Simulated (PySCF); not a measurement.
# C₃H₇BSi: NMR shifts at several levels of theory, part 2 of 2

PySCF 2.14.0. Atoms count from 0.

### 9 NMR shieldings: LC-wPBE/pcSseg-2

The job: settings as JSON, then the geometry in Å.

```
{"job": {"kind": "nmr", "xc": "LC-wPBE", "basis": "pcSseg-2", "pop": false}, "charge": 0, "multiplicity": 1}
B     -2.161562     0.762121     0.636436
Si    -1.215432    -0.521636    -0.588968
C      0.387221    -0.825742     0.360908
C      1.507158    -0.214837     0.061460
C      2.608782     0.405486    -0.275758
H     -2.651164     0.361309     1.667389
H     -2.161319     1.954831     0.440318
H     -1.938651    -1.822867    -0.757360
H     -0.875647     0.024205    -1.937677
H      0.369956    -1.497113     1.230721
H      2.857523     1.385635     0.143513
H      3.314941    -0.041762    -0.982885
```

Method: GIAO LC-wPBE/pcSseg-2 NMR shielding, non-relativistic, gas phase.

Log:

```text
coarse grid: 10312 points
cycle   1  E = -432.5896490218  dE =  3.226e-01  |g| = 2.639e-01  |ddm| = 2.377e+00
cycle   2  E = -432.6150722576  dE = -2.542e-02  |g| = 1.018e-01  |ddm| = 4.666e-01
cycle   3  E = -432.6180044957  dE = -2.932e-03  |g| = 3.715e-02  |ddm| = 1.418e-01
cycle   4  E = -432.6185295987  dE = -5.251e-04  |g| = 7.476e-03  |ddm| = 7.591e-02
cycle   5  E = -432.6185553429  dE = -2.574e-05  |g| = 3.620e-03  |ddm| = 1.223e-02
cycle   6  E = -432.6185619895  dE = -6.647e-06  |g| = 1.390e-03  |ddm| = 5.555e-03
final grid: 94368 points
cycle   7  E = -432.6301727599  dE = -9.675e-05  |g| = 5.170e-03  |ddm| = 5.857e-02
cycle   8  E = -432.6301757542  dE = -2.994e-06  |g| = 2.941e-03  |ddm| = 5.278e-03
cycle   9  E = -432.6301770880  dE = -1.334e-06  |g| = 4.477e-04  |ddm| = 2.256e-03
cycle  10  E = -432.6301771414  dE = -5.348e-08  |g| = 2.759e-04  |ddm| = 5.641e-04
cycle  11  E = -432.6301771626  dE = -2.119e-08  |g| = 4.502e-05  |ddm| = 2.712e-04
cycle  12  E = -432.6301771543  dE =  8.296e-09  |g| = 2.140e-05  |ddm| = 1.264e-04
cycle  13  E = -432.6301771549  dE = -6.124e-10  |g| = 7.563e-06  |ddm| = 6.304e-05
converged SCF energy = -432.6301771549

GIAO shielding tensors (ppm)
atom      isotropic    diamagn.    paramagn.     s11        s22        s33       span
  0 B      -23.489     194.635    -218.124   -150.744    -68.152    148.430    299.173
  1 Si     415.527     878.834    -463.307    391.834    422.558    432.190     40.357
  2 C      112.385     258.871    -146.486     16.971    139.434    180.751    163.780
  3 C      -51.914     260.977    -312.891    -95.704    -87.023     26.985    122.689
  4 C      112.217     256.266    -144.049     16.898    145.791    173.962    157.064
  5 H       21.244      29.832      -8.588      8.807     26.580     28.345     19.538
  6 H       21.154      30.004      -8.850      8.887     26.484     28.090     19.203
  7 H       26.987      29.093      -2.106     24.031     25.582     31.349      7.318
  8 H       27.039      29.557      -2.517     24.692     25.514     30.912      6.220
  9 H       26.609      30.628      -4.019     24.041     26.857     28.929      4.888
 10 H       26.820      31.021      -4.201     25.008     25.351     30.101      5.093
 11 H       26.694      29.298      -2.604     24.874     25.290     29.918      5.045
```

It took 53 s on 1 thread of Arm Neoverse V1, shared host; peak memory 1.1 GiB.

Key values: δ C3 240.2, C4 76.1, C2 75.9, B0 122.4, H5 10.12, H9 4.71 ppm (means over like atoms).

### 10 Nuclear shieldings: PBE0/6-31G

Settings changed since step 9:

```diff
@@ -1,2 +1,2 @@
-{"job": {"kind": "nmr", "xc": "LC-wPBE", "basis": "pcSseg-2", "pop": false}, "charge": 0, "multiplicity": 1}
+{"job": {"kind": "nmr", "xc": "PBE0", "basis": "6-31G", "pop": true}, "charge": 0, "multiplicity": 1}
 B     -2.161562     0.762121     0.636436
```

Level: GIAO PBE0/6-31G NMR shielding, non-relativistic, gas phase.

Log:

```text
coarse grid: 10312 points
cycle   1  E = -432.4009313648  dE =  2.659e-01  |g| = 2.708e-01  |ddm| = 3.172e+00
cycle   2  E = -432.4034198799  dE = -2.489e-03  |g| = 2.621e-01  |ddm| = 5.804e-01
cycle   3  E = -432.4233007061  dE = -1.988e-02  |g| = 3.691e-02  |ddm| = 3.169e-01
cycle   4  E = -432.4235314714  dE = -2.308e-04  |g| = 2.345e-02  |ddm| = 6.268e-02
cycle   5  E = -432.4236831181  dE = -1.516e-04  |g| = 3.275e-03  |ddm| = 3.086e-02
cycle   6  E = -432.4236872607  dE = -4.143e-06  |g| = 8.983e-04  |ddm| = 5.367e-03
final grid: 94368 points
cycle   7  E = -432.3771154697  dE = -8.623e-06  |g| = 4.545e-03  |ddm| = 1.443e-02
cycle   8  E = -432.3771155713  dE = -1.016e-07  |g| = 4.536e-03  |ddm| = 1.161e-02
cycle   9  E = -432.3771218446  dE = -6.273e-06  |g| = 7.651e-04  |ddm| = 6.514e-03
cycle  10  E = -432.3771220191  dE = -1.745e-07  |g| = 1.111e-04  |ddm| = 8.516e-04
cycle  11  E = -432.3771220228  dE = -3.710e-09  |g| = 2.719e-05  |ddm| = 1.734e-04
cycle  12  E = -432.3771220230  dE = -2.599e-10  |g| = 8.509e-06  |ddm| = 4.945e-05
converged SCF energy = -432.3771220230

GIAO shielding tensors (ppm)
atom      isotropic    diamagn.    paramagn.     s11        s22        s33       span
  0 B       10.194     197.323    -187.129    -99.190    -26.143    155.915    255.104
  1 Si     486.874     883.708    -396.834    464.588    486.934    509.100     44.512
  2 C      134.681     270.619    -135.938     59.084    157.590    187.369    128.284
  3 C      -10.963     248.733    -259.697    -41.366    -35.442     43.918     85.284
  4 C      132.372     268.156    -135.783     55.205    158.399    183.512    128.306
  5 H       21.727      29.861      -8.134     10.079     25.994     29.109     19.030
  6 H       21.657      30.107      -8.450     10.176     25.870     28.926     18.751
  7 H       28.321      29.389      -1.068     25.046     26.539     33.378      8.331
  8 H       28.445      30.174      -1.729     25.356     27.070     32.908      7.552
  9 H       28.024      30.608      -2.585     24.336     28.163     31.571      7.235
 10 H       28.170      31.887      -3.717     25.968     26.892     31.649      5.681
 11 H       28.053      29.727      -1.675     25.894     26.778     31.487      5.593
```

Wall time 4.9 s (1 thread of Arm Neoverse V1, shared host); peak memory 0.53 GiB.

This run: δ C3 210.5, C4 67.2, C2 64.9, B0 103.0, H5 10.92, H9 4.59 ppm (means over like atoms).

### 11 Shielding tensors: PBE0/STO-3G

Settings changed since step 10:

```diff
@@ -1,2 +1,2 @@
-{"job": {"kind": "nmr", "xc": "PBE0", "basis": "6-31G", "pop": true}, "charge": 0, "multiplicity": 1}
+{"job": {"kind": "nmr", "xc": "PBE0", "basis": "STO-3G", "pop": true}, "charge": 0, "multiplicity": 1}
 B     -2.161562     0.762121     0.636436
```

Method: GIAO PBE0/STO-3G NMR shielding, non-relativistic, gas phase.

Log:

```text
coarse grid: 10312 points
cycle   1  E = -427.3905315619  dE =  9.865e-02  |g| = 2.042e-01  |ddm| = 4.292e+00
cycle   2  E = -427.3946705531  dE = -4.139e-03  |g| = 1.977e-01  |ddm| = 5.849e-01
cycle   3  E = -427.4058962897  dE = -1.123e-02  |g| = 6.555e-02  |ddm| = 3.073e-01
cycle   4  E = -427.4072254426  dE = -1.329e-03  |g| = 1.049e-02  |ddm| = 9.240e-02
cycle   5  E = -427.4072648612  dE = -3.942e-05  |g| = 2.064e-03  |ddm| = 1.676e-02
cycle   6  E = -427.4072660006  dE = -1.139e-06  |g| = 9.330e-04  |ddm| = 3.629e-03
final grid: 94368 points
cycle   7  E = -427.3846729879  dE = -6.011e-06  |g| = 2.862e-03  |ddm| = 1.222e-02
cycle   8  E = -427.3846730377  dE = -4.980e-08  |g| = 2.976e-03  |ddm| = 8.243e-03
cycle   9  E = -427.3846758662  dE = -2.828e-06  |g| = 8.122e-04  |ddm| = 4.569e-03
cycle  10  E = -427.3846760803  dE = -2.141e-07  |g| = 2.464e-05  |ddm| = 1.058e-03
cycle  11  E = -427.3846760805  dE = -1.936e-10  |g| = 1.357e-05  |ddm| = 5.528e-05
converged SCF energy = -427.3846760805

GIAO shielding tensors (ppm)
atom      isotropic    diamagn.    paramagn.     s11        s22        s33       span
  0 B        7.457     197.723    -190.267   -123.008    -21.541    166.919    289.927
  1 Si     586.687     870.846    -284.159    565.887    579.626    614.548     48.661
  2 C      162.235     256.483     -94.248     86.518    176.637    223.550    137.032
  3 C       58.130     265.869    -207.739     55.312     58.253     60.824      5.512
  4 C      161.483     255.299     -93.816     90.561    179.192    214.698    124.137
  5 H       23.154      30.524      -7.370     12.082     27.761     29.620     17.539
  6 H       23.156      31.202      -8.046     12.194     27.706     29.567     17.373
  7 H       30.218      30.469      -0.251     26.736     27.815     36.103      9.367
  8 H       30.190      32.493      -2.303     26.726     28.436     35.409      8.683
  9 H       28.216      31.309      -3.093     25.086     28.705     30.858      5.772
 10 H       28.519      31.509      -2.991     26.475     26.657     32.425      5.950
 11 H       28.405      30.098      -1.693     26.362     26.560     32.293      5.931
```

Wall time 2.6 s (1 thread of Arm Neoverse V1, shared host); peak memory 0.53 GiB.

Key values: δ C3 176.6, C4 73.2, C2 72.5, B0 121.3, H5 9.45, H9 4.39 ppm (means over like atoms).

### 12 Run by run: NMR shifts

Shifts (ppm) of some atoms, chosen among heavy atoms and hydrogens apart, means over like atoms, with basis size and wall time:

```csv
run,C3,C4,C2,H5,H7,B0,Si1,functions,time
PBE0/pcSseg-2,234.8,71.7,70.9,9.89,4.43,113.7,-67.8,285,29 s
mPW1PW91/pcSseg-2,235.3,72.0,71.2,9.77,4.40,112.2,-67.4,285,29 s
WP04/pcSseg-2,237.2,73.6,74.6,8.27,3.82,102.9,-61.7,285,30 s
B97-2/pcSseg-2,230.5,70.5,69.7,9.48,4.34,105.7,-66.1,285,31 s
BHandHLYP/pcSseg-2,239.6,72.1,72.1,9.44,4.23,111.1,-65.7,285,30 s
CAM-B3LYP/pcSseg-2,239.3,72.3,72.7,9.88,4.33,119.6,-69.2,285,42 s
wB97X-D/pcSseg-2,235.9,72.7,72.4,9.54,4.36,107.3,-68.6,285,41 s
LC-wPBE/pcSseg-2,240.2,76.1,75.9,10.12,4.30,122.4,-68.9,285,53 s
PBE0/6-31G,210.5,67.2,64.9,10.92,4.23,103.0,-42.1,63,4.9 s
PBE0/STO-3G,176.6,73.2,72.5,9.45,2.40,121.3,-69.1,36,2.6 s
```

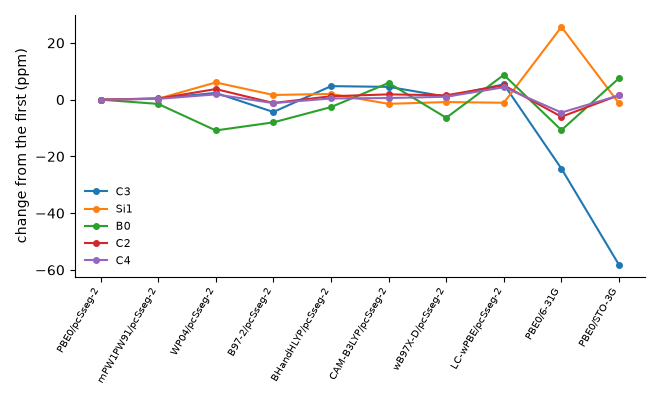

How five of the tabulated atoms move from run to run.

### 13 Summary of results

The summary covers parts 1 to 2.

```
                                                              quantity                                             value
                                13C shifts against TMS (PBE0/pcSseg-2)                             234.8, 71.7, 70.9 ppm
1H shifts against TMS (PBE0/pcSseg-2, means over atoms taken as alike)                        9.89, 4.76, 4.58, 4.43 ppm
                           11B shifts against BF3·OEt2 (PBE0/pcSseg-2)                                         113.7 ppm
                               29Si shifts against TMS (PBE0/pcSseg-2)                                         -67.8 ppm
                        range of the shift of C3 (minimal bases aside)                                210.5 to 240.2 ppm
                                         property runs in this session  10, of which 0 failed and 1 gave unsound results
```

**Reading.** Single values in the summary come from the first sound run of each kind (PBE0/pcSseg-2), which need not be the best level. The most deshielded carbon is C3 (central carbon of an allene), at 234.8 ppm: the central sp carbon of an allene is among the most deshielded carbons of hydrocarbons. At PBE0/pcSseg-2: The widest tensor belongs to B0: span 277 ppm, with a paramagnetic part of -209 ppm. Leaving out the minimal-basis runs, which are unusable for shieldings: In ppm, C3 moves most: its shift spreads over 29.7 ppm, from 210.5 (PBE0/6-31G) to 240.2 (LC-wPBE/pcSseg-2).
